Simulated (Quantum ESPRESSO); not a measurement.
# Collinear magnetic orders of MnO with Quantum ESPRESSO, part 2 of 3

Wanted: the moments of MnO and the energy of each order that was tried.

Quantum ESPRESSO 7.5; LDA with U = 2.4 eV on Mn d (ortho-atomic projectors); plane waves with PseudoDojo 0.4.1 SR LDA standard potentials, no spin-orbit coupling.

So far, absolute magnetization (μB): step 2 (run 1 (ferro ++)) 10.00.

## Step 3: Run 2, typed as antiferro +−

Contents of pw.in:

```
&CONTROL
  calculation = 'scf'
  prefix = 'pwscf'
  outdir = './tmp'
  pseudo_dir = './pseudo'
  disk_io = 'nowf'
  tprnfor = .true.
  tstress = .true.
/
&SYSTEM
  ibrav = 0
  nat = 4
  ntyp = 3
  ecutwfc = 96
  nbnd = 30
  occupations = 'smearing'
  smearing = 'fd'
  degauss = 0.00999582
  nspin = 2
  starting_magnetization(1) = 0.3
  starting_magnetization(2) = -0.3
  starting_magnetization(3) = 0
/
&ELECTRONS
  conv_thr = 8d-09
  electron_maxstep = 150
  mixing_beta = 0.3
  diago_david_ndim = 4
/
ATOMIC_SPECIES
Mn1    54.9380 Mn.upf
Mn2    54.9380 Mn.upf
O      15.9990 O.upf
CELL_PARAMETERS angstrom
   3.3717000000    0.0000000000    0.0000000000
  -1.6858500000    2.9199778539    0.0000000000
   0.0000000000    0.0000000000    5.3855000000
ATOMIC_POSITIONS crystal
Mn1     0.3333333333    0.6666666667    0.0109600000
Mn2     0.6666666667    0.3333333333    0.5109600000
O       0.3333333333    0.6666666667    0.3754700000
O       0.6666666667    0.3333333333    0.8754700000
K_POINTS automatic
8 8 4 0 0 0
HUBBARD {ortho-atomic}
U Mn1-3d 2.4000
U Mn2-3d 2.4000
```

Command:

```
> OMP_NUM_THREADS=1 mpirun -n 4 pw.x -nk 4 -in pw.in > pw.out
```

The log of the run:

```text
[banner, memory and clock lines left out]
Program PWSCF v.7.5 starts

     Message from routine setup:
     using ibrav=0 with symmetry is DISCOURAGED, use correct ibrav instead

     bravais-lattice index     =            0
     lattice parameter (alat)  =       6.3716  a.u.
     unit-cell volume          =     357.8089 (a.u.)^3
     number of atoms/cell      =            4
     number of atomic types    =            3
     number of electrons       =        42.00
     number of Kohn-Sham states=           30
     kinetic-energy cutoff     =      96.0000  Ry
     charge density cutoff     =     384.0000  Ry
     scf convergence threshold =      8.0E-09
     mixing beta               =       0.3000
     number of iterations used =            8  plain     mixing
     Exchange-correlation= SLA  PW   NOGX NOGC
                           (   1   4   0   0   0   0   0)
     Hubbard projectors: ortho-atomic
     Hubbard parameters of DFT+U (Dudarev formulation) in eV:
     U(Mn1-3d) =  2.4000
     U(Mn2-3d) =  2.4000

     Internal variables: lda_plus_u =T, lda_plus_u_kind = 0

     Internal variables: orbital_resolved =F, hub_pot_fix =F, apply_U = F

     celldm(1)=   6.371590  celldm(2)=   0.000000  celldm(3)=   0.000000
     celldm(4)=   0.000000  celldm(5)=   0.000000  celldm(6)=   0.000000

     crystal axes: (cart. coord. in units of alat)
               a(1) = (   1.000000   0.000000   0.000000 )
               a(2) = (  -0.500000   0.866025   0.000000 )
               a(3) = (   0.000000   0.000000   1.597265 )

     reciprocal axes: (cart. coord. in units 2 pi/alat)
               b(1) = (  1.000000  0.577350 -0.000000 )
               b(2) = (  0.000000  1.154701  0.000000 )
               b(3) = (  0.000000 -0.000000  0.626070 )

     PseudoPot. # 1 for Mn read from file:
     Mn.upf
     Pseudo is Norm-conserving + core correction, Zval = 15.0

     PseudoPot. # 2 for Mn read from file:
     Mn.upf
     Pseudo is Norm-conserving + core correction, Zval = 15.0

     PseudoPot. # 3 for O  read from file:
     O.upf
     Pseudo is Norm-conserving + core correction, Zval =  6.0

     atomic species   valence    mass     pseudopotential
     Mn1              15.00    54.93800     Mn( 1.00)
     Mn2              15.00    54.93800     Mn( 1.00)
     O                 6.00    15.99900     O ( 1.00)

     Starting magnetic structure
     atomic species   magnetization
     Mn1             0.300
     Mn2            -0.300
     O               0.000

      6 Sym. Ops. (no inversion) found

   Cartesian axes

     site n.     atom                  positions (alat units)
         1        Mn1    tau(   1) = (  -0.0000000   0.5773503   0.0175060  )
         2        Mn2    tau(   2) = (   0.5000000   0.2886751   0.8161388  )
         3        O      tau(   3) = (  -0.0000000   0.5773503   0.5997253  )
         4        O      tau(   4) = (   0.5000000   0.2886751   1.3983580  )

     number of k points=    35  Fermi-Dirac smearing, width (Ry)=  0.0100
                       cart. coord. in units 2pi/alat
        k(    1) = (   0.0000000   0.0000000   0.0000000), wk =   0.0039062
        k(    2) = (   0.0000000   0.0000000   0.1565175), wk =   0.0078125
        k(    3) = (   0.0000000   0.0000000  -0.3130350), wk =   0.0039062
        k(    4) = (   0.0000000   0.1443376   0.0000000), wk =   0.0234375
        k(    5) = (   0.0000000   0.1443376   0.1565175), wk =   0.0234375
        [... 30 further k-points ...]

     Dense  grid:    45507 G-vectors     FFT dimensions: (  40,  40,  64)

     Generating pointlists ...
     new r_m :   0.2402 (alat units)  1.5302 (a.u.) for type    1
     new r_m :   0.2402 (alat units)  1.5302 (a.u.) for type    2
     new r_m :   0.2402 (alat units)  1.5302 (a.u.) for type    3

     Initial potential from superposition of free atoms

     starting charge      41.9991, renormalised to      42.0000

     STARTING HUBBARD OCCUPATIONS:

     =================== HUBBARD OCCUPATIONS ===================
     ------------------------ ATOM    1 ------------------------
     Tr[ns(  1)] (up, down, total) =   5.00000  0.00000  5.00000
     Atomic magnetic moment for atom   1 =   5.00000
     [... lines left out ...]
     ------------------------ ATOM    2 ------------------------
     Tr[ns(  2)] (up, down, total) =   0.00000  5.00000  5.00000
     Atomic magnetic moment for atom   2 =  -5.00000
     [... lines left out ...]
     Number of occupied Hubbard levels =   10.0000

     Atomic wfc used for Hubbard projectors are orthogonalized

     Starting wfcs are   28 randomized atomic wfcs +    2 random wfcs

     Self-consistent Calculation

     iteration #  1     ecut=    96.00 Ry     beta= 0.30
     Davidson diagonalization with overlap
     ethr =  1.00E-02,  avg # of iterations =  4.1

     =================== HUBBARD OCCUPATIONS ===================
     ------------------------ ATOM    1 ------------------------
     Tr[ns(  1)] (up, down, total) =   4.95183  0.25548  5.20731
     Atomic magnetic moment for atom   1 =   4.69634
     [... lines left out ...]
     ------------------------ ATOM    2 ------------------------
     Tr[ns(  2)] (up, down, total) =   0.25548  4.95182  5.20730
     Atomic magnetic moment for atom   2 =  -4.69634
     [... lines left out ...]
     Number of occupied Hubbard levels =   10.4146

     total energy              =    -501.00912494 Ry
     estimated scf accuracy    <       0.87696107 Ry

     total magnetization       =    -0.00 Bohr mag/cell
     absolute magnetization    =     9.56 Bohr mag/cell

     iteration #  2     ecut=    96.00 Ry     beta= 0.30
     Davidson diagonalization with overlap
     ethr =  2.09E-03,  avg # of iterations =  2.0

     total energy              =    -501.14315560 Ry
     estimated scf accuracy    <       0.08304322 Ry

     total magnetization       =    -0.00 Bohr mag/cell
     absolute magnetization    =     9.35 Bohr mag/cell

     [... further iterations left out ...]

     iteration #  9     ecut=    96.00 Ry     beta= 0.30
     Davidson diagonalization with overlap
     ethr =  1.11E-09,  avg # of iterations =  1.6

     total energy              =    -501.15420320 Ry
     estimated scf accuracy    <       0.00000002 Ry

     total magnetization       =     0.00 Bohr mag/cell
     absolute magnetization    =     9.40 Bohr mag/cell

     iteration # 10     ecut=    96.00 Ry     beta= 0.30
     Davidson diagonalization with overlap
     ethr =  5.12E-11,  avg # of iterations =  2.0

     Magnetic moment per site  (integrated on atomic sphere of radius R)
     atom   1 (R=0.240)  charge= 12.0272  magn=  3.8275
     atom   2 (R=0.240)  charge= 12.0272  magn= -3.8275
     atom   3 (R=0.240)  charge=  5.3917  magn= -0.0740
     atom   4 (R=0.240)  charge=  5.3917  magn=  0.0740

     End of self-consistent calculation

     =================== HUBBARD OCCUPATIONS ===================
     ------------------------ ATOM    1 ------------------------
     Tr[ns(  1)] (up, down, total) =   4.93364  0.38861  5.32224
     Atomic magnetic moment for atom   1 =   4.54503
     [... lines left out ...]
     ------------------------ ATOM    2 ------------------------
     Tr[ns(  2)] (up, down, total) =   0.38861  4.93364  5.32225
     Atomic magnetic moment for atom   2 =  -4.54503
     [... lines left out ...]
     Number of occupied Hubbard levels =   10.6445

     [... lines left out ...]
     the Fermi energy is     9.5744 ev

!    total energy              =    -501.15420320 Ry
     estimated scf accuracy    <          2.9E-09 Ry
     smearing contrib. (-TS)   =      -0.00043821 Ry
     internal energy E=F+TS    =    -501.15376500 Ry

     The total energy is F=E-TS. E is the sum of the following terms:
     one-electron contribution =    -263.12495934 Ry
     hartree contribution      =     150.38283023 Ry
     xc contribution           =     -89.18659105 Ry
     ewald contribution        =    -299.29927088 Ry
     Hubbard energy            =       0.07422603 Ry

     total magnetization       =    -0.00 Bohr mag/cell
     absolute magnetization    =     9.40 Bohr mag/cell

     convergence has been achieved in  10 iterations

     Forces acting on atoms (cartesian axes, Ry/au):

     atom    1 type  1   force =     0.00000000    0.00000000   -0.01281471
     atom    2 type  2   force =     0.00000000    0.00000000   -0.01281511
     atom    3 type  3   force =     0.00000000    0.00000000    0.01281522
     atom    4 type  3   force =     0.00000000    0.00000000    0.01281460

     Total force =     0.025630     Total SCF correction =     0.000152

     Computing stress (Cartesian axis) and pressure

          total   stress  (Ry/bohr**3)                   (kbar)     P=      -54.34
  -0.00043289  -0.00000000   0.00000000          -63.68       -0.00        0.00
  -0.00000000  -0.00043289   0.00000000           -0.00      -63.68        0.00
   0.00000000   0.00000000  -0.00024235            0.00        0.00      -35.65
```

Wall time 41 s (4 MPI ranks of Arm Neoverse V2, shared host); peak memory 0.63 GiB.

Spin moment in the atom's sphere by atom:

| atom | spin moment in the atom's sphere (μB) |
| --- | --- |
| Mn1 | 3.83 |
| Mn2 | -3.83 |
| O3 | -0.07 |
| O4 | 0.07 |

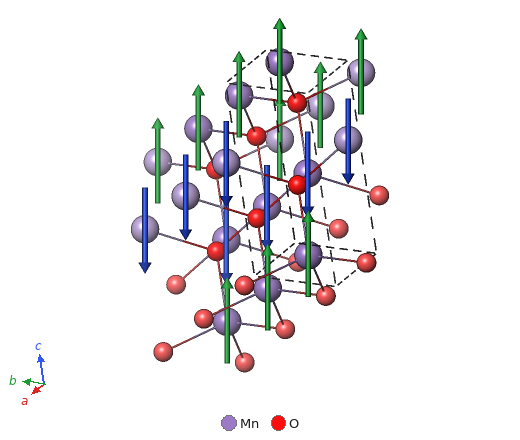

Spin moment in the atom's sphere as arrows, the longest 3.83 μB. Up and down stand for the sign. Arrows give size and sign along the axis of quantisation, drawn up and down the page. The two directions have two colours. 3×1×1 cells are drawn. Some periodic images of atoms are drawn too.

Numbers from this step:

```
smearing term TS       : 0.005962 eV
pressure               : -5.434 GPa
magnetization          : 0 μB
absolute magnetization : 9.402 μB
final state            : antiferromagnetic
```

## Step 4: Run 3, typed as antiferro q=(0,1/2,1/2) +−+−

The cell is doubled to 8 atoms to hold this order. The wavevector q is in fractions of the reciprocal vectors of the crystal's primitive cell, as the cells of these inputs are built from it; moments change sign between cells as cos(2π q·R).

Contents of pw.in:

```
&CONTROL
  calculation = 'scf'
  prefix = 'pwscf'
  outdir = './tmp'
  pseudo_dir = './pseudo'
  disk_io = 'nowf'
  tprnfor = .true.
  tstress = .true.
/
&SYSTEM
  ibrav = 0
  nat = 8
  ntyp = 3
  ecutwfc = 96
  nbnd = 55
  occupations = 'smearing'
  smearing = 'fd'
  degauss = 0.00999582
  nspin = 2
  starting_magnetization(1) = 0.3
  starting_magnetization(2) = -0.3
  starting_magnetization(3) = 0
/
&ELECTRONS
  conv_thr = 1.6d-08
  electron_maxstep = 150
  mixing_beta = 0.3
  diago_david_ndim = 4
/
ATOMIC_SPECIES
Mn1    54.9380 Mn.upf
Mn2    54.9380 Mn.upf
O      15.9990 O.upf
CELL_PARAMETERS angstrom
   3.3717000000    0.0000000000    0.0000000000
  -3.3717000000    5.8399557078    0.0000000000
  -1.6858500000    2.9199778539    5.3855000000
ATOMIC_POSITIONS crystal
Mn1     0.3333333333    0.3278533334    0.0109600000
Mn2     0.3333333333    0.8278533333    0.0109600000
Mn1     0.6666666667    0.9111866666    0.5109600000
Mn2     0.6666666667    0.4111866666    0.5109600000
O       0.3333333333    0.1455983333    0.3754700000
O       0.3333333333    0.6455983333    0.3754700000
O       0.6666666667    0.7289316666    0.8754700000
O       0.6666666667    0.2289316666    0.8754700000
K_POINTS automatic
8 4 4 0 0 0
HUBBARD {ortho-atomic}
U Mn1-3d 2.4000
U Mn2-3d 2.4000
```

The log of the run:

```text
     [... lines left out ...]
Program PWSCF v.7.5 starts
     [... lines left out ...]
     number of atoms/cell      =            8
     [... lines left out ...]
     number of electrons       =        84.00
     number of Kohn-Sham states=           55
     kinetic-energy cutoff     =      96.0000  Ry
     charge density cutoff     =     384.0000  Ry
     scf convergence threshold =      1.6E-08
     [... lines left out ...]
      2 Sym. Ops. (no inversion) found
     [... lines left out ...]
     number of k points=    56  Fermi-Dirac smearing, width (Ry)=  0.0100
     [... lines left out ...]
     iteration # 10     ecut=    96.00 Ry     beta= 0.30
     [... lines left out ...]
     Magnetic moment per site  (integrated on atomic sphere of radius R)
     atom   1 (R=0.240)  charge= 12.0241  magn=  3.8213
     atom   2 (R=0.240)  charge= 12.0241  magn= -3.8213
     atom   3 (R=0.240)  charge= 12.0241  magn=  3.8204
     atom   4 (R=0.240)  charge= 12.0241  magn= -3.8204
     atom   5 (R=0.240)  charge=  5.3918  magn=  0.0859
     atom   6 (R=0.240)  charge=  5.3918  magn= -0.0859
     atom   7 (R=0.240)  charge=  5.3894  magn=  0.0046
     atom   8 (R=0.240)  charge=  5.3894  magn= -0.0046
     [... lines left out ...]
     Tr[ns(  1)] (up, down, total) =   4.92989  0.39433  5.32421
     [... lines left out ...]
     Tr[ns(  2)] (up, down, total) =   0.39433  4.92989  5.32422
     [... lines left out ...]
     Tr[ns(  3)] (up, down, total) =   4.92971  0.39539  5.32510
     [... lines left out ...]
     Tr[ns(  4)] (up, down, total) =   0.39539  4.92971  5.32510
     [... lines left out ...]
     the Fermi energy is     9.6143 ev
!    total energy              =   -1002.31390788 Ry
     estimated scf accuracy    <          8.1E-09 Ry
     smearing contrib. (-TS)   =      -0.00088456 Ry
     [... lines left out ...]
     total magnetization       =    -0.00 Bohr mag/cell
     absolute magnetization    =    18.66 Bohr mag/cell
     convergence has been achieved in  10 iterations
     [... lines left out ...]
     Total force =     0.079441     Total SCF correction =     0.000423
     [... lines left out ...]
          total   stress  (Ry/bohr**3)                   (kbar)     P=      -60.89
     [... lines left out ...]
```

Run time: 6.2 min. Hardware: 4 MPI ranks; peak memory 2.2 GiB; 25 min of CPU time.

Spin moment in the atom's sphere by atom:

```
atom  spin moment in the atom's sphere (μB)
 Mn1                                   3.82
 Mn2                                  -3.82
 Mn3                                   3.82
 Mn4                                  -3.82
  O5                                   0.09
  O6                                  -0.09
  O7                                   0.00
  O8                                   0.00
```

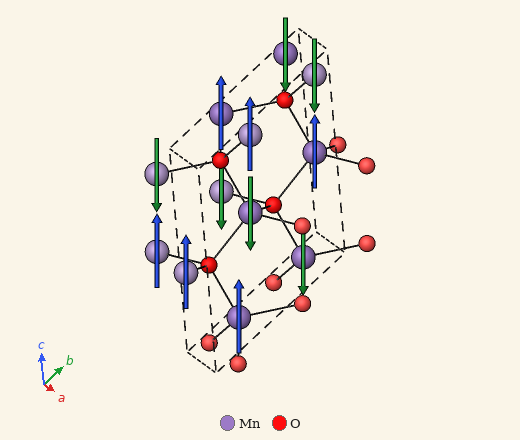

Spin moment in the atom's sphere as arrows, the longest 3.82 μB. Up and down stand for the sign. Arrows give size and sign along the axis of quantisation, drawn up and down the page. The two directions have two colours. Some periodic images of atoms are drawn too.

Read from the output:

```yaml
smearing_term_ts: 0.01204 eV
pressure: -6.089 GPa
magnetization: 0 μB
absolute_magnetization: 18.66 μB
final_state: antiferromagnetic
```

(Continued in part 3 of 3.)

[Logs and program files are shortened in this print: banners, set-up blocks, solver, clock and traceback lines can be left out without a mark of their own.]

[Logs are printed without paths, hosts, clocks, repeated set-up lines and the standing remarks that a program may print on its own settings, such as how far it seeks lower states.]

[Hosts, paths, dates, database ids (printed as entryN), source tags and the programs' standing remarks are cut or masked in the printed files.]

[Where a cell is said to come from a database of computed structures, the database is the Materials Project.]
